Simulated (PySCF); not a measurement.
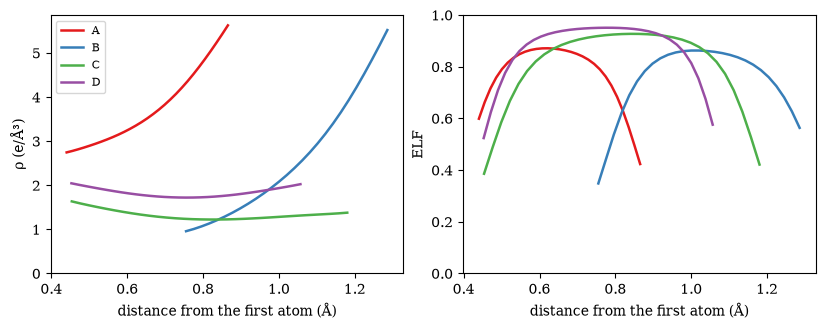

The picture shows: C3H8O2SSi2. Electron density and ELF along straight lines between neighbouring atoms. The curves leave out the atomic cores.

Geometry: GFN2-xTB.

All numbers below come from B3LYP/def2-SVPD, SCF density, gas phase (PySCF).

The calculation's input:

```
{"job": {"kind": "uv", "xc": "B3LYP", "basis": "def2-SVPD", "nstates": 8, "ntriplets": 3}, "charge": 0, "multiplicity": 1}
C      2.631764    -0.156163     0.214351
S      1.233611     0.955998    -0.108080
C      0.023577    -0.236711    -0.796940
Si    -1.495069     0.731475    -1.423107
O     -2.287404     0.853694    -0.000885
Si    -1.738389     0.116828     1.366259
C     -0.332439    -0.883396     0.519639
O      0.239417    -1.868474     0.941190
H      3.337002     0.391765     0.830043
H      3.093065    -0.438570    -0.728148
H      2.272058    -1.035684     0.746108
H      0.548979    -0.890095    -1.491335
H     -1.166964     2.080439    -1.850520
H     -2.282153    -0.094663    -2.329411
H     -1.278585     1.149995     2.279881
H     -2.806068    -0.759764     1.819545
```

Run with:

```sh
OMP_NUM_THREADS=1 python probes_run.py task.json out
```

Which curve belongs to which contact (C–C, C–O, C–S and Si–O)? The first atom named is at distance zero.

Answer. Curve A: C–O (1.21 Å): ρ at the midpoint is about 3.3 e/Å³; the ELF peaks at about 0.85 between the atoms; a multiple bond. Curve B: Si–O (1.63 Å): the density is about 1.1 e/Å³ at the midpoint; the ELF peaks at about 0.85 between the atoms, as expected for a shared but strongly polarised pair. Curve C: C–S (1.82 Å): ρ at the midpoint is about 1.2 e/Å³; the ELF peaks at about 0.95 between the atoms; a shared electron pair. Curve D: C–C (1.51 Å): ρ at the midpoint is about 1.7 e/Å³; the ELF peaks at about 0.95 between the atoms; localised, covalent bonding.
